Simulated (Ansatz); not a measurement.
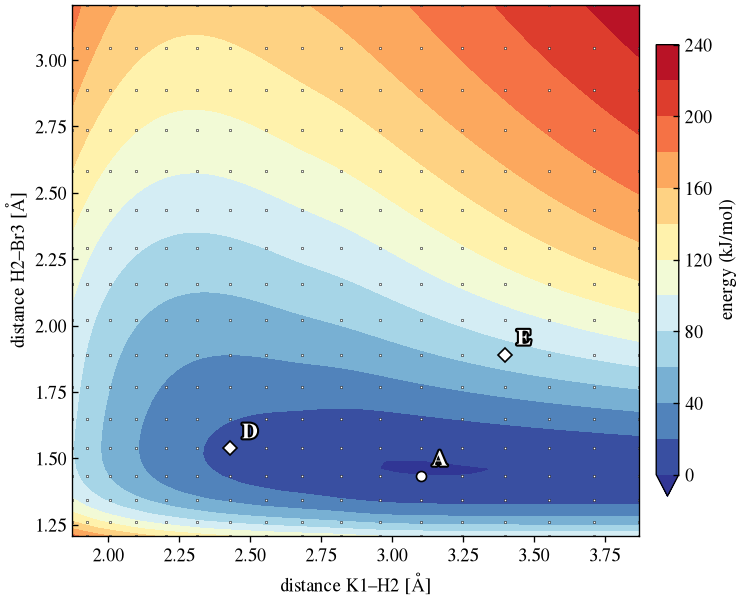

The system K + HBr, spin multiplicity 2. First axis: distance K1–H2. Second axis: distance H2–Br3. Nothing is relaxed (the angle K1–H2–Br3 is fixed at 180 degrees). The scan uses a 17 × 17 grid. Points are written as (first, second). Energies are in kJ/mol, from the lowest grid point. The calculation used UKS PBE0-D4/def2-SVPD (Ansatz 0.2.0).

In the figure: filled contours, dots at the grid points, lettered points. Between grid points the surface is interpolated.

### Rank the lettered points by energy, lowest first.

A (0.06 kJ/mol), D (15 kJ/mol), E (71 kJ/mol).
